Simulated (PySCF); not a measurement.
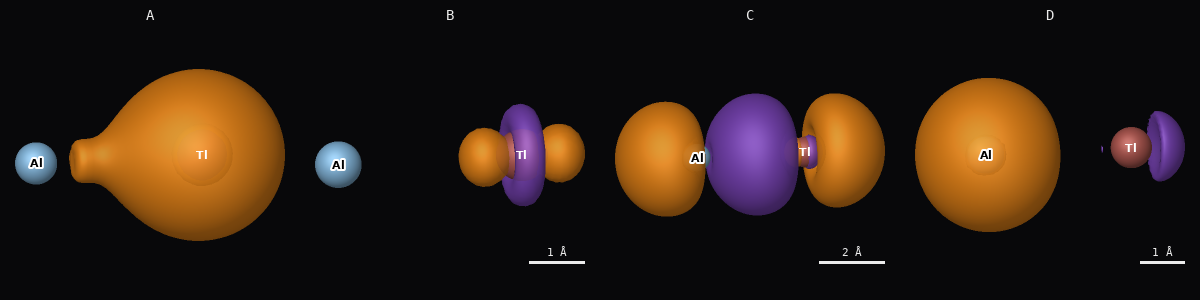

*AlTl (charge +1, doublet). Four frontier β-spin orbitals, each drawn at the value that holds 80 % of its norm (orange and purple are the two phases), in no order; of a degenerate pair one member is drawn.*

Core potentials replace the inner electrons of Tl.

The calculation used PBE0/def2-SVP, non-relativistic Hamiltonian with scalar-relativistic core potentials where named, at a bond length of 3.471 Å (PySCF 2.14.0).

### Name the orbitals and rank them from lowest to highest energy.

Orbital B: σ, occupied in this spin, −22.82 eV; almost wholly on Tl.
Orbital A: σ, occupied in this spin, −15.53 eV; mainly on Tl (90 %).
Orbital D: σ, occupied in this spin, −13.07 eV; mainly on Al (90 %).
Orbital C: σ, empty in this spin, −6.78 eV; shared between the atoms (Al 50 %, Tl 50 %).
